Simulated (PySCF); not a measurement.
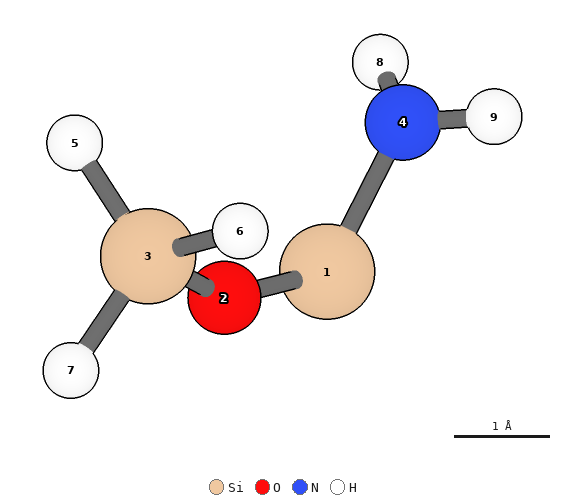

Fig. 1: The starting structure (ball-and-stick view, seen at a tilt; atoms are numbered from 1 in the order of the input). Bond lengths as drawn: H–N 0.98 to 1.03 Å, H–Si 1.45 to 1.48 Å, N–Si 1.76 Å and O–Si 1.62 to 1.63 Å.

# Geometry relaxation of Si₂NH₅O

- system: Si₂NH₅O, multiplicity 3, SMILES N[Si]O[SiH3]
- method: PBE0-D3(BJ)/def2-SVP geometry optimisation, gas phase (PySCF 2.14.0)

Input file:
```
{"job": {"xc": "PBE0", "basis": "def2-SVP", "d3": "d3bj", "grid": 2, "kind": "geom", "shake": 0.01}, "charge": 0, "multiplicity": 3}
Si     0.442660    -1.089960    -1.108664
O      0.481155    -0.776084     0.490806
Si     0.168850     0.155998     1.774875
N     -0.348882     0.091093    -2.149183
H     -1.259734     0.364097     1.883165
H      0.855938     1.454589     1.608498
H      0.752092    -0.640649     2.871872
H     -1.229127    -0.192023    -2.593160
H      0.181296     0.609791    -2.786759
```

The first line tells a small driver script what to run in PySCF; the rest is the geometry in Å.

Machine: 1 CPU thread, shared host.

Launched with:
```bash
OMP_NUM_THREADS=1 python <driver script> task.json out
```

The program's output:
```
step   0  E = -711.27322038  max force = 0.029226
step   1  E = -711.27927049  max force = 0.003292
step   2  E = -711.27947998  max force = 0.000894
step   3  E = -711.27951466  max force = 0.001211
step   4  E = -711.27954934  max force = 0.001302
step   5  E = -711.27961638  max force = 0.001795
step   6  E = -711.27971362  max force = 0.002351
step   7  E = -711.27979867  max force = 0.002003
step   8  E = -711.27992456  max force = 0.001632
step   9  E = -711.28002956  max force = 0.001947
step  10  E = -711.28018365  max force = 0.002936
step  11  E = -711.28037370  max force = 0.003760
step  12  E = -711.28058846  max force = 0.002403
step  13  E = -711.28084353  max force = 0.003453
step  14  E = -711.28091153  max force = 0.001517
step  15  E = -711.28097148  max force = 0.000605
step  16  E = -711.28099839  max force = 0.000694
step  17  E = -711.28100633  max force = 0.000413
optimisation converged
```

Trajectory as extended XYZ (Å, eV, eV/Å), 18 frames, from step=0 to step=17:
```
9
Properties=species:S:1:pos:R:3:forces:R:3 step=0 energy=-19354.73017
Si    0.4427   -1.0900   -1.1087   -0.2055   0.1899  -1.2433
O     0.4812   -0.7761    0.4908    0.2338  -0.6378  -0.4643
Si    0.1689    0.1560    1.7749    0.6806   0.1154   0.4418
N    -0.3489    0.0911   -2.1492   -1.3166  -1.5029   1.2238
H    -1.2597    0.3641    1.8832   -0.8972   0.1802   0.2925
H     0.8559    1.4546    1.6085    0.0978   0.3435   0.1527
H     0.7521   -0.6407    2.8719   -0.0734   0.1610   0.5720
H    -1.2291   -0.1920   -2.5932    0.2889   0.1044   0.2311
H     0.1813    0.6098   -2.7868    1.1915   1.0463  -1.2063
9
Properties=species:S:1:pos:R:3:forces:R:3 step=1 energy=-19354.89480
Si    0.4405   -1.0953   -1.1878    0.0280  -0.0058   0.1693
O     0.4905   -0.7803    0.4489    0.0141   0.0277   0.1051
Si    0.1997    0.1545    1.7856   -0.0259  -0.0325  -0.0357
N    -0.3725    0.0067   -2.2486    0.1009   0.0463  -0.0211
H    -1.2687    0.3679    1.9642   -0.0177   0.0303  -0.0436
H     0.8748    1.4845    1.6596   -0.0147  -0.0325  -0.0152
H     0.7065   -0.5279    3.0173    0.0428  -0.0281  -0.1505
H    -1.2557   -0.2620   -2.6668   -0.1136  -0.0231  -0.0327
H     0.1741    0.5731   -2.8914   -0.0139   0.0178   0.0244
9
Properties=species:S:1:pos:R:3:forces:R:3 step=2 energy=-19354.90050
Si    0.4511   -1.1004   -1.1782   -0.0123   0.0366   0.0261
O     0.4940   -0.7839    0.4551    0.0167  -0.0460   0.0036
Si    0.1935    0.1588    1.7780   -0.0202  -0.0044  -0.0089
N    -0.3701    0.0013   -2.2362    0.0042  -0.0240  -0.0102
H    -1.2761    0.3800    1.9446    0.0048   0.0204  -0.0179
H     0.8760    1.4823    1.6473   -0.0124   0.0127   0.0000
H     0.7098   -0.5384    2.9906    0.0192  -0.0109  -0.0116
H    -1.2576   -0.2660   -2.6529    0.0139   0.0115   0.0101
H     0.1685    0.5877   -2.8674   -0.0139   0.0041   0.0088
9
Properties=species:S:1:pos:R:3:forces:R:3 step=3 energy=-19354.90144
Si    0.4592   -1.1031   -1.1764   -0.0154   0.0394  -0.0253
O     0.5002   -0.7919    0.4565    0.0217  -0.0623   0.0109
Si    0.1931    0.1578    1.7718   -0.0094   0.0211  -0.0016
N    -0.3709   -0.0014   -2.2267    0.0037  -0.0236   0.0025
H    -1.2764    0.3881    1.9241    0.0025   0.0054  -0.0013
H     0.8772    1.4806    1.6389   -0.0048   0.0085   0.0036
H     0.7063   -0.5399    2.9849    0.0016   0.0019   0.0065
H    -1.2591   -0.2683   -2.6414    0.0063   0.0069   0.0036
H     0.1595    0.5996   -2.8506   -0.0062   0.0026   0.0011
9
Properties=species:S:1:pos:R:3:forces:R:3 step=4 energy=-19354.90239
Si    0.4735   -1.1043   -1.1766   -0.0115   0.0369  -0.0591
O     0.5129   -0.8064    0.4582    0.0227  -0.0669   0.0327
Si    0.1948    0.1554    1.7621   -0.0026   0.0477  -0.0059
N    -0.3745   -0.0047   -2.2133   -0.0036  -0.0153   0.0079
H    -1.2746    0.3990    1.8918   -0.0014  -0.0117   0.0120
H     0.8832    1.4763    1.6281    0.0052  -0.0010   0.0028
H     0.6949   -0.5381    2.9829   -0.0113   0.0078   0.0155
H    -1.2630   -0.2741   -2.6249    0.0000   0.0014  -0.0008
H     0.1417    0.6182   -2.8270    0.0024   0.0011  -0.0051
9
Properties=species:S:1:pos:R:3:forces:R:3 step=5 energy=-19354.90421
Si    0.5092   -1.1009   -1.1790    0.0055   0.0272  -0.0923
O     0.5448   -0.8412    0.4628    0.0152  -0.0703   0.0592
Si    0.2006    0.1502    1.7390    0.0075   0.0840  -0.0135
N    -0.3855   -0.0109   -2.1822   -0.0179   0.0065   0.0128
H    -1.2675    0.4215    1.8156   -0.0076  -0.0349   0.0290
H     0.9043    1.4637    1.6033    0.0189  -0.0160   0.0001
H     0.6611   -0.5299    2.9821   -0.0268   0.0143   0.0232
H    -1.2727   -0.2919   -2.5876   -0.0107  -0.0095  -0.0065
H     0.0948    0.6607   -2.7729    0.0157  -0.0012  -0.0119
9
Properties=species:S:1:pos:R:3:forces:R:3 step=6 energy=-19354.90686
Si    0.5814   -1.0810   -1.1832    0.0492   0.0043  -0.1209
O     0.6050   -0.9091    0.4733   -0.0119  -0.0699   0.0725
Si    0.2130    0.1416    1.6911    0.0250   0.1190  -0.0073
N    -0.4092   -0.0208   -2.1198   -0.0453   0.0432   0.0156
H    -1.2470    0.4609    1.6644   -0.0174  -0.0564   0.0460
H     0.9553    1.4346    1.5542    0.0303  -0.0334  -0.0038
H     0.5844   -0.5085    2.9787   -0.0413   0.0211   0.0268
H    -1.2876   -0.3349   -2.5188   -0.0206  -0.0251  -0.0114
H    -0.0063    0.7386   -2.6589    0.0322  -0.0028  -0.0176
9
Properties=species:S:1:pos:R:3:forces:R:3 step=7 energy=-19354.90917
Si    0.6377   -1.0514   -1.1857    0.0799  -0.0100  -0.1020
O     0.6437   -0.9597    0.4816   -0.0425  -0.0456   0.0533
Si    0.2227    0.1354    1.6548    0.0356   0.1030   0.0082
N    -0.4284   -0.0252   -2.0732   -0.0640   0.0564   0.0206
H    -1.2269    0.4863    1.5558   -0.0180  -0.0522   0.0413
H     1.0022    1.4065    1.5180    0.0250  -0.0343  -0.0074
H     0.5186   -0.4881    2.9748   -0.0346   0.0168   0.0168
H    -1.2917   -0.3746   -2.4760   -0.0153  -0.0294  -0.0137
H    -0.0888    0.7922   -2.5691    0.0340  -0.0046  -0.0170
9
Properties=species:S:1:pos:R:3:forces:R:3 step=8 energy=-19354.91260
Si    0.6802   -1.0102   -1.1893    0.0839  -0.0138  -0.0055
O     0.6587   -0.9909    0.4863   -0.0806   0.0041  -0.0069
Si    0.2306    0.1321    1.6369    0.0370   0.0247   0.0123
N    -0.4481   -0.0245   -2.0473   -0.0585   0.0396   0.0240
H    -1.2112    0.5026    1.5040   -0.0047  -0.0184   0.0114
H     1.0493    1.3773    1.5003    0.0032  -0.0101  -0.0087
H     0.4677   -0.4736    2.9774   -0.0011  -0.0002  -0.0047
H    -1.2837   -0.4169   -2.4695    0.0033  -0.0172  -0.0122
H    -0.1544    0.8256   -2.5177    0.0175  -0.0087  -0.0097
9
Properties=species:S:1:pos:R:3:forces:R:3 step=9 energy=-19354.91545
Si    0.6968   -0.9739   -1.1933    0.0691  -0.0062   0.0888
O     0.6442   -0.9902    0.4850   -0.1001   0.0298  -0.0563
Si    0.2344    0.1333    1.6450    0.0326  -0.0494   0.0045
N    -0.4644   -0.0227   -2.0515   -0.0349   0.0108   0.0139
H    -1.2053    0.5161    1.5246    0.0095   0.0172  -0.0195
H     1.0807    1.3591    1.5115   -0.0171   0.0187  -0.0063
H     0.4533   -0.4794    2.9857    0.0301  -0.0132  -0.0164
H    -1.2643   -0.4544   -2.5048    0.0120  -0.0004  -0.0059
H    -0.1862    0.8333   -2.5212   -0.0012  -0.0073  -0.0028
9
Properties=species:S:1:pos:R:3:forces:R:3 step=10 energy=-19354.91965
Si    0.7430   -0.8716   -1.1910    0.0351  -0.0225   0.1510
O     0.6138   -1.0001    0.4826   -0.0988   0.0785  -0.1196
Si    0.2456    0.1326    1.6527    0.0184  -0.1195   0.0411
N    -0.5048   -0.0331   -2.0522    0.0093  -0.0243  -0.0086
H    -1.1778    0.5710    1.5318    0.0237   0.0540  -0.0503
H     1.1565    1.3117    1.5344   -0.0367   0.0439  -0.0076
H     0.4153   -0.5003    2.9912    0.0566  -0.0235  -0.0178
H    -1.2012   -0.5508   -2.5814    0.0135   0.0153   0.0064
H    -0.3014    0.8619   -2.4870   -0.0212  -0.0020   0.0053
9
Properties=species:S:1:pos:R:3:forces:R:3 step=11 energy=-19354.92482
Si    0.7597   -0.7011   -1.1816   -0.0599  -0.0560   0.1933
O     0.5140   -0.9505    0.4667   -0.0312   0.1157  -0.1178
Si    0.2563    0.1360    1.7116   -0.0132  -0.1845   0.0275
N    -0.5608   -0.0655   -2.1185    0.1039  -0.0399  -0.0754
H    -1.1425    0.6588    1.6659    0.0344   0.0880  -0.0678
H     1.2436    1.2529    1.6187   -0.0467   0.0695   0.0105
H     0.4185   -0.5780    3.0100    0.0731  -0.0290  -0.0248
H    -1.0505   -0.6870   -2.7582   -0.0043   0.0274   0.0345
H    -0.4492    0.8557   -2.5335   -0.0560   0.0088   0.0200
9
Properties=species:S:1:pos:R:3:forces:R:3 step=12 energy=-19354.93066
Si    0.7470   -0.7019   -1.1848   -0.0668   0.0033   0.1097
O     0.4885   -0.9138    0.4621   -0.0350   0.0492  -0.0747
Si    0.2528    0.1396    1.7352   -0.0041  -0.1212   0.0062
N    -0.5578   -0.0720   -2.1499    0.1235  -0.0529  -0.0523
H    -1.1416    0.6762    1.7144    0.0261   0.0561  -0.0392
H     1.2362    1.2619    1.6599   -0.0290   0.0513   0.0084
H     0.4389   -0.6113    3.0091    0.0453  -0.0141  -0.0154
H    -1.0367   -0.7012   -2.7902   -0.0129   0.0287   0.0349
H    -0.4384    0.8439   -2.5747   -0.0472  -0.0003   0.0223
9
Properties=species:S:1:pos:R:3:forces:R:3 step=13 energy=-19354.93760
Si    0.7488   -0.5790   -1.1652   -0.0958   0.0281  -0.1775
O     0.4173   -0.8668    0.4507   -0.0069   0.0032   0.0294
Si    0.2574    0.1363    1.7723    0.0139   0.0367   0.0286
N    -0.5593   -0.1162   -2.2137    0.1318  -0.0292   0.0328
H    -1.0983    0.7644    1.7837   -0.0125  -0.0259   0.0259
H     1.2761    1.2314    1.7357    0.0108  -0.0226  -0.0026
H     0.4491   -0.6919    2.9947   -0.0206   0.0147   0.0286
H    -0.9138   -0.7862   -2.8911   -0.0053   0.0229   0.0192
H    -0.5883    0.8292   -2.5861   -0.0155  -0.0280   0.0157
9
Properties=species:S:1:pos:R:3:forces:R:3 step=14 energy=-19354.93945
Si    0.7431   -0.5946   -1.1760   -0.0302   0.0258  -0.0780
O     0.4124   -0.8460    0.4460   -0.0207  -0.0058   0.0398
Si    0.2555    0.1389    1.7810    0.0213   0.0267  -0.0018
N    -0.5517   -0.1157   -2.2269    0.0777  -0.0178   0.0043
H    -1.1023    0.7620    1.8079   -0.0110  -0.0250   0.0185
H     1.2717    1.2362    1.7539    0.0119  -0.0151  -0.0042
H     0.4531   -0.7002    2.9957   -0.0158   0.0098   0.0127
H    -0.9274   -0.7851   -2.8923   -0.0194   0.0071   0.0033
H    -0.5653    0.8259   -2.6080   -0.0138  -0.0058   0.0055
9
Properties=species:S:1:pos:R:3:forces:R:3 step=15 energy=-19354.94108
Si    0.7340   -0.5586   -1.1803    0.0058   0.0035   0.0133
O     0.3805   -0.8101    0.4385   -0.0177   0.0065   0.0286
Si    0.2569    0.1406    1.8019    0.0129  -0.0001  -0.0278
N    -0.5473   -0.1258   -2.2611    0.0311  -0.0025  -0.0174
H    -1.0945    0.7743    1.8693   -0.0046  -0.0105   0.0065
H     1.2888    1.2231    1.7857    0.0056  -0.0047  -0.0010
H     0.4587   -0.7275    2.9959   -0.0022   0.0023  -0.0027
H    -0.8967   -0.8089   -2.9264   -0.0190  -0.0025  -0.0006
H    -0.5913    0.8142   -2.6425   -0.0119   0.0080   0.0012
9
Properties=species:S:1:pos:R:3:forces:R:3 step=16 energy=-19354.94182
Si    0.7286   -0.5401   -1.1812    0.0174  -0.0028   0.0357
O     0.3572   -0.7894    0.4347   -0.0132   0.0030   0.0094
Si    0.2577    0.1411    1.8130    0.0086  -0.0038  -0.0187
N    -0.5372   -0.1305   -2.2845   -0.0042   0.0044  -0.0190
H    -1.0893    0.7806    1.9085   -0.0016  -0.0027  -0.0002
H     1.2985    1.2148    1.8010    0.0010   0.0002  -0.0025
H     0.4662   -0.7448    2.9928    0.0026  -0.0012  -0.0037
H    -0.8844   -0.8204   -2.9434   -0.0085  -0.0042  -0.0009
H    -0.6083    0.8100   -2.6599   -0.0020   0.0070   0.0000
9
Properties=species:S:1:pos:R:3:forces:R:3 step=17 energy=-19354.94203
Si    0.7255   -0.5406   -1.1791    0.0093  -0.0045   0.0212
O     0.3467   -0.7891    0.4354   -0.0107  -0.0011  -0.0063
Si    0.2579    0.1403    1.8146    0.0046  -0.0024  -0.0028
N    -0.5319   -0.1290   -2.2904   -0.0086   0.0050  -0.0078
H    -1.0893    0.7777    1.9213    0.0005   0.0010  -0.0013
H     1.2987    1.2139    1.7948   -0.0009   0.0030  -0.0021
H     0.4756   -0.7460    2.9924    0.0039  -0.0011  -0.0024
H    -0.8868   -0.8185   -2.9457   -0.0003  -0.0012   0.0008
H    -0.6073    0.8126   -2.6623    0.0023   0.0013   0.0007
```

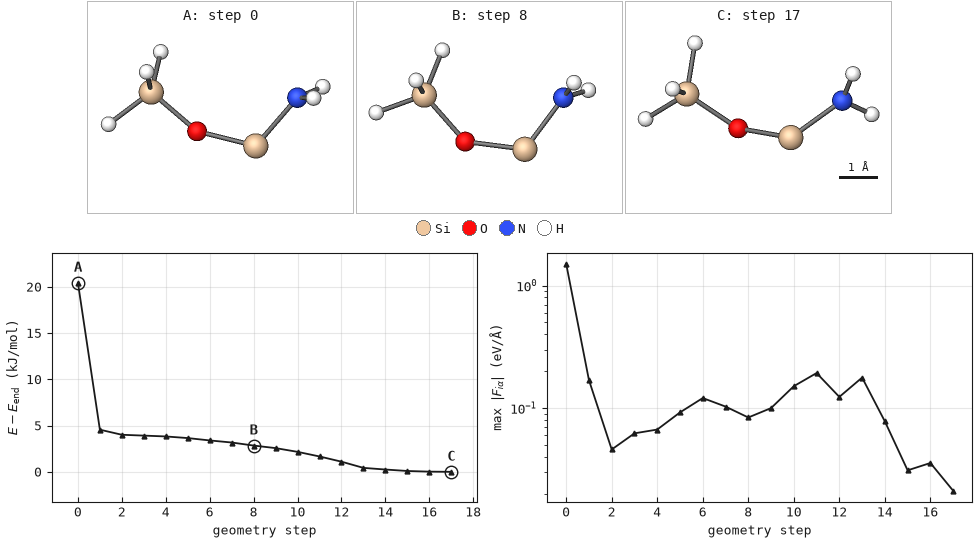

Fig. 2: Frames of the relaxation (ball-and-stick view, seen at a tilt) above the curves, on which the letters mark them (steps are counted from 0).

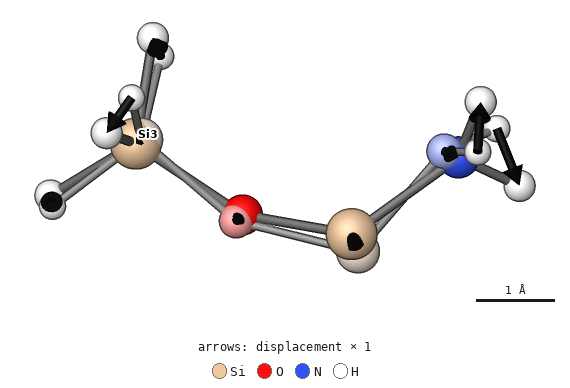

Fig. 3: Start (faint) and end (solid) with the displacements as black arrows, at true length (ball-and-stick view, seen at a tilt). The two geometries are laid on each other by the best rigid fit. After 17 geometry steps the energy has fallen by 20.4 kJ/mol. Largest force component: 1.5 eV/Å at the start, 0.021 eV/Å at the end. H8 moves most after the best rigid fit: 0.80 Å. By element the largest moves are H 0.80 Å, Si 0.63 Å, N 0.26 Å, O 0.16 Å. Among the contacts that change: O2–Si3 1.617 → 1.665 Å, Si1–O2 1.630 → 1.677 Å, Si3–H5 1.448 → 1.494 Å, N4–H9 0.978 → 1.015 Å. Among the angles that change: Si1–O2–Si3 152.3° → 136.6°, O2–Si3–H7 101.7° → 108.4°, H5–Si3–H7 114.3° → 109.2°. (Atoms are counted from 1 in the order of the input.)

Results in brief:

| quantity | value |
| --- | --- |
| outcome | converged |
| total energy | −711.281006 hartree |
| ⟨S²⟩ | 2.003 |
| dipole moment | 1.99 D |
| point group | C1 |
| wall time | 1.9 min |
| peak memory | 0.48 GiB |
